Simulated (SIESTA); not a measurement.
How far to go with the k-point mesh at a smearing width of 0.05 eV: CdHgSe₂ (Pmm2, 4 atoms in the cell)

```
CdHgSe2
1.0
    4.34241     0.00000     0.00000
    0.00000     4.34241     0.00000
    0.00000     0.00000     6.12844
Cd Hg Se
1 1 2
Direct
  0.50000   0.50000   0.50816
  0.00000   0.00000   0.00000
  0.00000   0.50000   0.25301
  0.50000   0.00000   0.74699
```

Method: LDA PW92, numerical atomic orbitals DZP, PseudoDojo LDA standard norm-conserving potentials (rewritten from UPF to PSML) (SIESTA).

Base settings: XC.functional = LDA; XC.authors = PW92; potentials = PseudoDojo LDA standard; PAO.BasisSize = DZP; PAO.EnergyShift = 0.01 Ry; MeshCutoff = 300 Ry; kgrid.MonkhorstPack = 6 6 4; OccupationFunction = MP; OccupationMPOrder = 0; ElectronicTemperature = 100 meV.

In this ladder: ElectronicTemperature = 50 meV.

The second cell is the first with its lattice scaled by 0.98.

Only quantities that move along the ladder and can be compared are tabulated.

Core times come from one kind of shared machine, to one figure; runs under 30 s give none.

The starting cell comes from a database of computed structures (which also holds hypothetical and non-ambient phases and stackings), without a prior relaxation at this level. Its lattice was rescaled by up to half a per cent. One atom was moved a little off its site on purpose. Values carry the incompleteness of an atom-centred basis. In the base run, with a pressure of about -5 GPa the cell is away from its equilibrium volume at this level. The run gives no clean gap (levels at the Fermi energy touch, overlap or are partly filled at this smearing), which alone does not show that the compound is a metal.

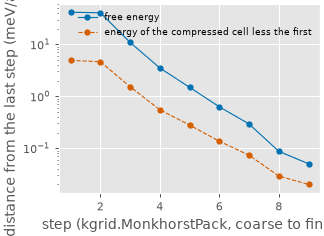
Distance from the last step along the ladder; very small values are drawn at a floor.

| kgrid.MonkhorstPack | free energy less the last step's (meV/atom) | energy of the compressed cell less the first (meV/atom) | pressure (GPa) | largest difference of a force vector from the last step's (eV/Å) | core time / last (rough) |
|---|---|---|---|---|---|
| 3 3 2 | 41.50 | -25.98 | -4.37 | 0.012 | 0.5 |
| 3 3 3 | 40.63 | -26.27 | -4.39 | 0.012 | – |
| 4 4 3 | 10.90 | -29.36 | -4.67 | 0.004 | 0.5 |
| 5 5 4 | 3.50 | -30.34 | -4.75 | 0.001 | 0.4 |
| 6 6 4 | 1.49 | -30.61 | -4.78 | 0.001 | – |
| 7 7 5 | 0.63 | -30.75 | -4.79 | 0.001 | – |
| 8 8 6 | 0.29 | -30.82 | -4.80 | 0.001 | 0.4 |
| 10 10 7 | 0.09 | -30.86 | -4.80 | 0.000 | 0.9 |
| 12 12 9 | 0.02 | -30.88 | -4.80 | 0.000 | 0.5 |
| 15 15 11 | 0.00 | -30.89 | -4.80 | 0.000 | 1 |

Coarsest kgrid.MonkhorstPack that holds the free energy within 5 meV/atom of the last step, with all finer ones: 5 5 4, at about 0.4 of the last step's time; the step before is off by 11 meV/atom.

Coarsest kgrid.MonkhorstPack that holds the energy of the compressed cell less the first within 0.2 meV/atom of the last step, with all finer ones: 7 7 5; the step before is off by 0.28 meV/atom.

Coarsest kgrid.MonkhorstPack that holds the forces within 0.01 eV/Å of the last step, with all finer ones: 4 4 3; the step before is off by 0.012 eV/Å.

The energy difference between the two cells stays within 1 meV/atom of the last step's from 5 5 4 on, the total only from 7 7 5 on: much of the error is common to both cells and cancels.

Two neighbours can agree and both be off: 3 3 2 and 3 3 3 differ by 0.87 meV/atom in the free energy, yet lie about 41 meV/atom from the last step.
